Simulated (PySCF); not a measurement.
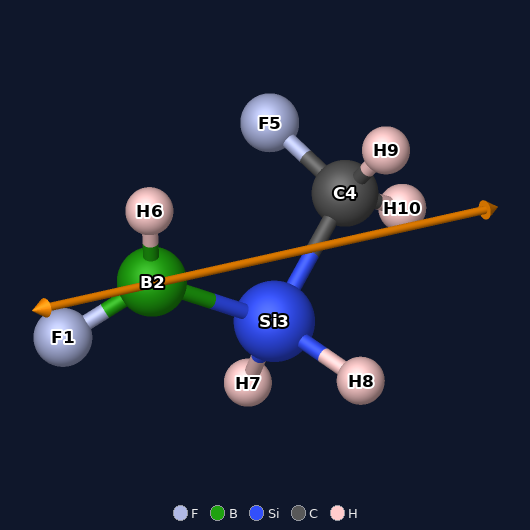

The double arrow shows the direction of the transition dipole to excited singlet state 6 (its length means nothing). The computed structure is the end point of a GFN2-xTB optimisation. No frequency run is at hand to confirm it as a minimum. Method: TDDFT PBE0/def2-SVPD, vertical, gas phase, core orbitals frozen in the response (PySCF 2.14.0).

> Give its energy, strength and character.

7.75 eV (160 nm), oscillator strength 0.054, mainly HOMO−1 → LUMO+1 (weight 0.53); transition dipole 1.35 D.

The geometry is semi-empirical. Around B, Si such bond lengths and angles can be off by a tenth of an ångström or more and by several degrees, and values that hang on the shape move with them.
